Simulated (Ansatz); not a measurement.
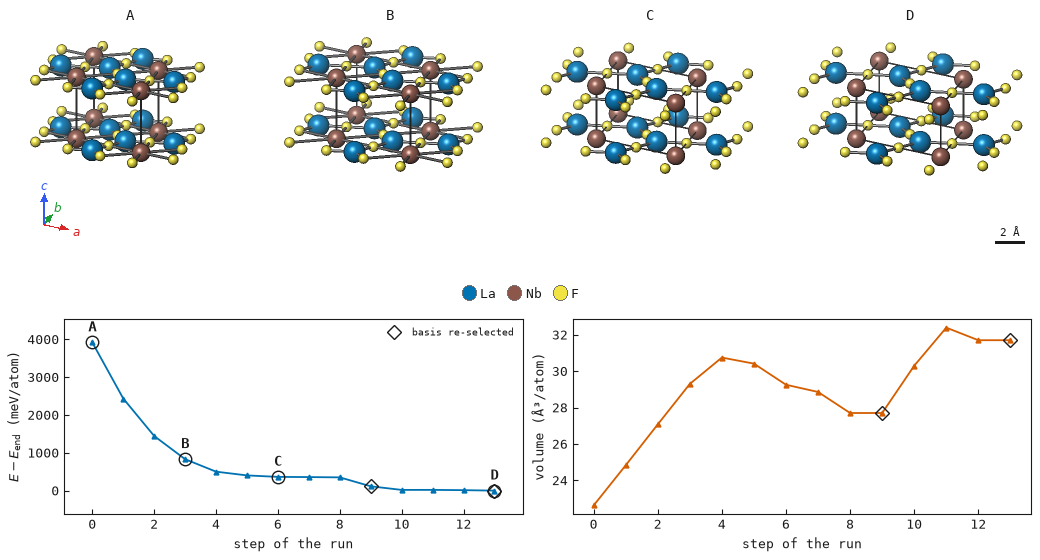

Frames of a relaxation of crystalline La$_{2}$NbF$_{3}$ (a generated structure, set up in P6/mmm) (coarse preliminary run), marked on the history of the run. Style: ball-and-stick. Shown: the cell of the calculation, slightly off an axis.

These are results of DFT PBE, scalar-relativistic, plane waves, PAW (Ansatz 0.2.0), not measurements. (plane-wave cutoff 420 eV; k-point mesh 3 × 3 × 4; occupations gaussian; smearing width 0.1 eV; collinear spin; cell and atoms relaxed; force threshold 0.04 eV/Å; at most 70 steps)

What happens along the run?

Answer. The energy falls by 3918 meV per atom in 11 accepted moves (13 points after the start). All forces vanish by symmetry, so only the cell relaxes. Pressure: 84.56 GPa at the start and 0.35 GPa at the end. At 2 points the geometry stayed and the basis and grid were re-selected for the new cell (energy shift of 236 meV per atom at most each time). The atoms keep their places relative to the cell (all moves are under 0.005 Å). Cell: a = b 5.971 → 7.788 Å (+30.4 %), c 4.396 → 3.622 Å (−17.6 %). Volume +40.1 %. Near-neighbour distances that change, for instance: La–Nb 3.448 → 4.496 Å, La–La 3.448 → 4.496 Å, F–Nb 2.986 → 3.894 Å, F–La 1.724 → 2.248 Å. The space group stays P6/mmm (No. 191). Cost: 2.7 min on 1 thread of Arm Neoverse V1, on a shared host, peak memory 0.52 GiB. From step 0 to 3: volume +29.5 %, energy −3087 meV per atom. From step 3 to 6: volume −0.2 %, energy −468 meV per atom. From step 6 to 13: volume +8.4 %, energy −364 meV per atom.

Limits of the set-up: layers or molecules are held without a dispersion correction, so their spacing is unreliable.
